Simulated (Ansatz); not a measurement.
# CH₃BrF₂OZr: basis-set convergence

How large a basis does CH₃BrF₂OZr need? Two functionals are run in growing sets.

Computed with Ansatz 0.2.0, Gaussian basis. Level: one geometry, several basis sets.

Levels to be run: PBE0-D4/def2-SVP; ωB97M-V/def2-SVP; PBE0-D4/def2-QZVPP; ωB97M-V/def2-QZVPP; the functionals' def2-TZVPP values are taken from earlier runs.

## 1. Structure used throughout

All runs share one geometry, relaxed beforehand with PBE0-D4 in a triple-zeta def2 set. Zr takes the def2 core potential; no spin-orbit term is included.

SMILES `C[O][Zr]([F])([F])[Br]`, 9 atoms, charge 0, spin multiplicity 1.

Atoms are counted from 1 here; the program's logs count them from 0.

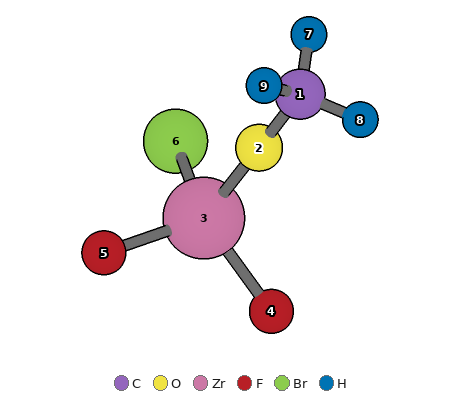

The structure; carbon purple, oxygen yellow, zirconium pink, fluorine red, bromine green, hydrogen blue; atoms are numbered from 1 in the order of the file.

## 2. PBE0-D4 in def2-SVP

File in.yaml:

```yaml
crystal:
  periodic: [false, false, false]
  atoms:
    - {symbol: C, position_ang: [-1.365986, -0.931998, 0.446141]}
    - {symbol: O, position_ang: [-0.243502, -0.212329, 0.030318]}
    - {symbol: Zr, position_ang: [1.262547, 0.778000, -0.502237]}
    - {symbol: F, position_ang: [2.768243, -0.380001, -0.537467]}
    - {symbol: F, position_ang: [0.952514, 1.461730, -2.247436]}
    - {symbol: Br, position_ang: [1.623043, 2.655099, 1.137227]}
    - {symbol: H, position_ang: [-1.770737, -0.491778, 1.361096]}
    - {symbol: H, position_ang: [-1.091516, -1.971517, 0.642951]}
    - {symbol: H, position_ang: [-2.134588, -0.907196, -0.330583]}
basis:
  gaussian: {orbitals: def2-SVP}
hamiltonian: {xc: pbe0, dispersion: d4}
output: {orbitals: {seedname: orbitals}}
```

Run with:

```bash
ansatz run in.yaml --threads 2 --pin off --events-out ev --progress --plain --max-ram 20480MiB --backend cpu
```

After this run come: ωB97M-V in def2-SVP; PBE0-D4 in def2-QZVPP; ωB97M-V in def2-QZVPP.

Before running them: what should the planned runs give, taken together? Wanted: PBE0-D4: double and triple zeta above quadruple; ωB97M-V: double and triple zeta above quadruple.

As calculated:

| quantity | value |
| --- | --- |
| PBE0-D4: double and triple zeta above quadruple | 21.11, 1.99 eV |
| ωB97M-V: double and triple zeta above quadruple | 21.25, 1.91 eV |

In words: PBE0-D4 gains 19.12 eV from double to triple zeta, then 1.99 eV more. Total energies overstate the basis error of differences, where much of it tends to cancel.
